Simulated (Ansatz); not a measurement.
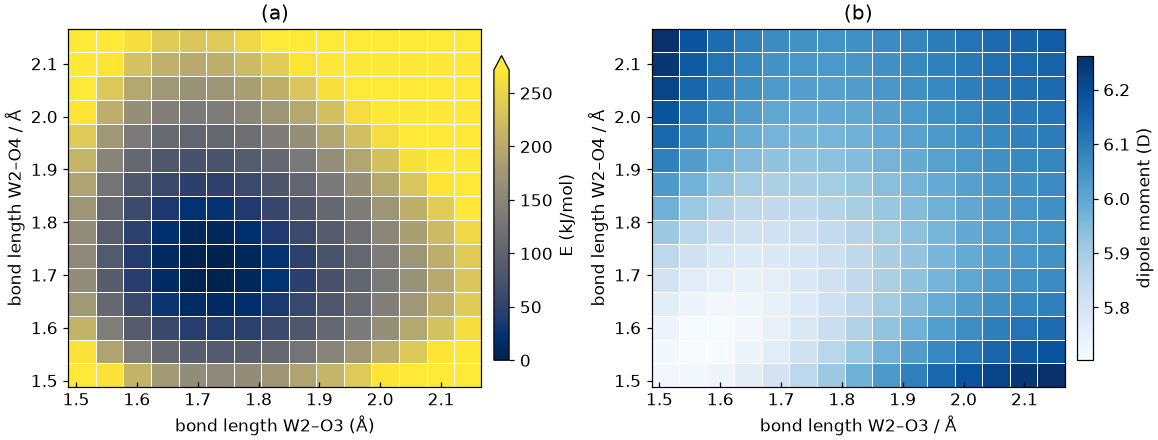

O₃W, SMILES [O]=[W](=[O])=[O]. 
- The first coordinate is: bond length W2–O3; the second: bond length W2–O4.
- Nothing is relaxed (all other coordinates rigid).
- The grid has 15 × 15 points; 120 points were computed and 105 follow by symmetry.
- Points are written as (first, second).
- Energies: kJ/mol, counted from the lowest grid point.
- The calculation used RKS PBE0-D4/def2-TZVP in Ansatz.

Panel (a) is the energy; panel (b) is the computed dipole moment, in D.

Drawn: one coloured cell a grid point, one colour for all values above the top of the scale.

How does the dipole moment vary over the map, and what is it at the lowest grid point?

Answer. Leaving out the highest fifth of the energies, it runs from 5.70 D at (1.555 Å, 1.555 Å) to 6.15 D at (1.555 Å, 2.054 Å). At the lowest grid point, (1.736 Å, 1.736 Å), it is 5.80 D.
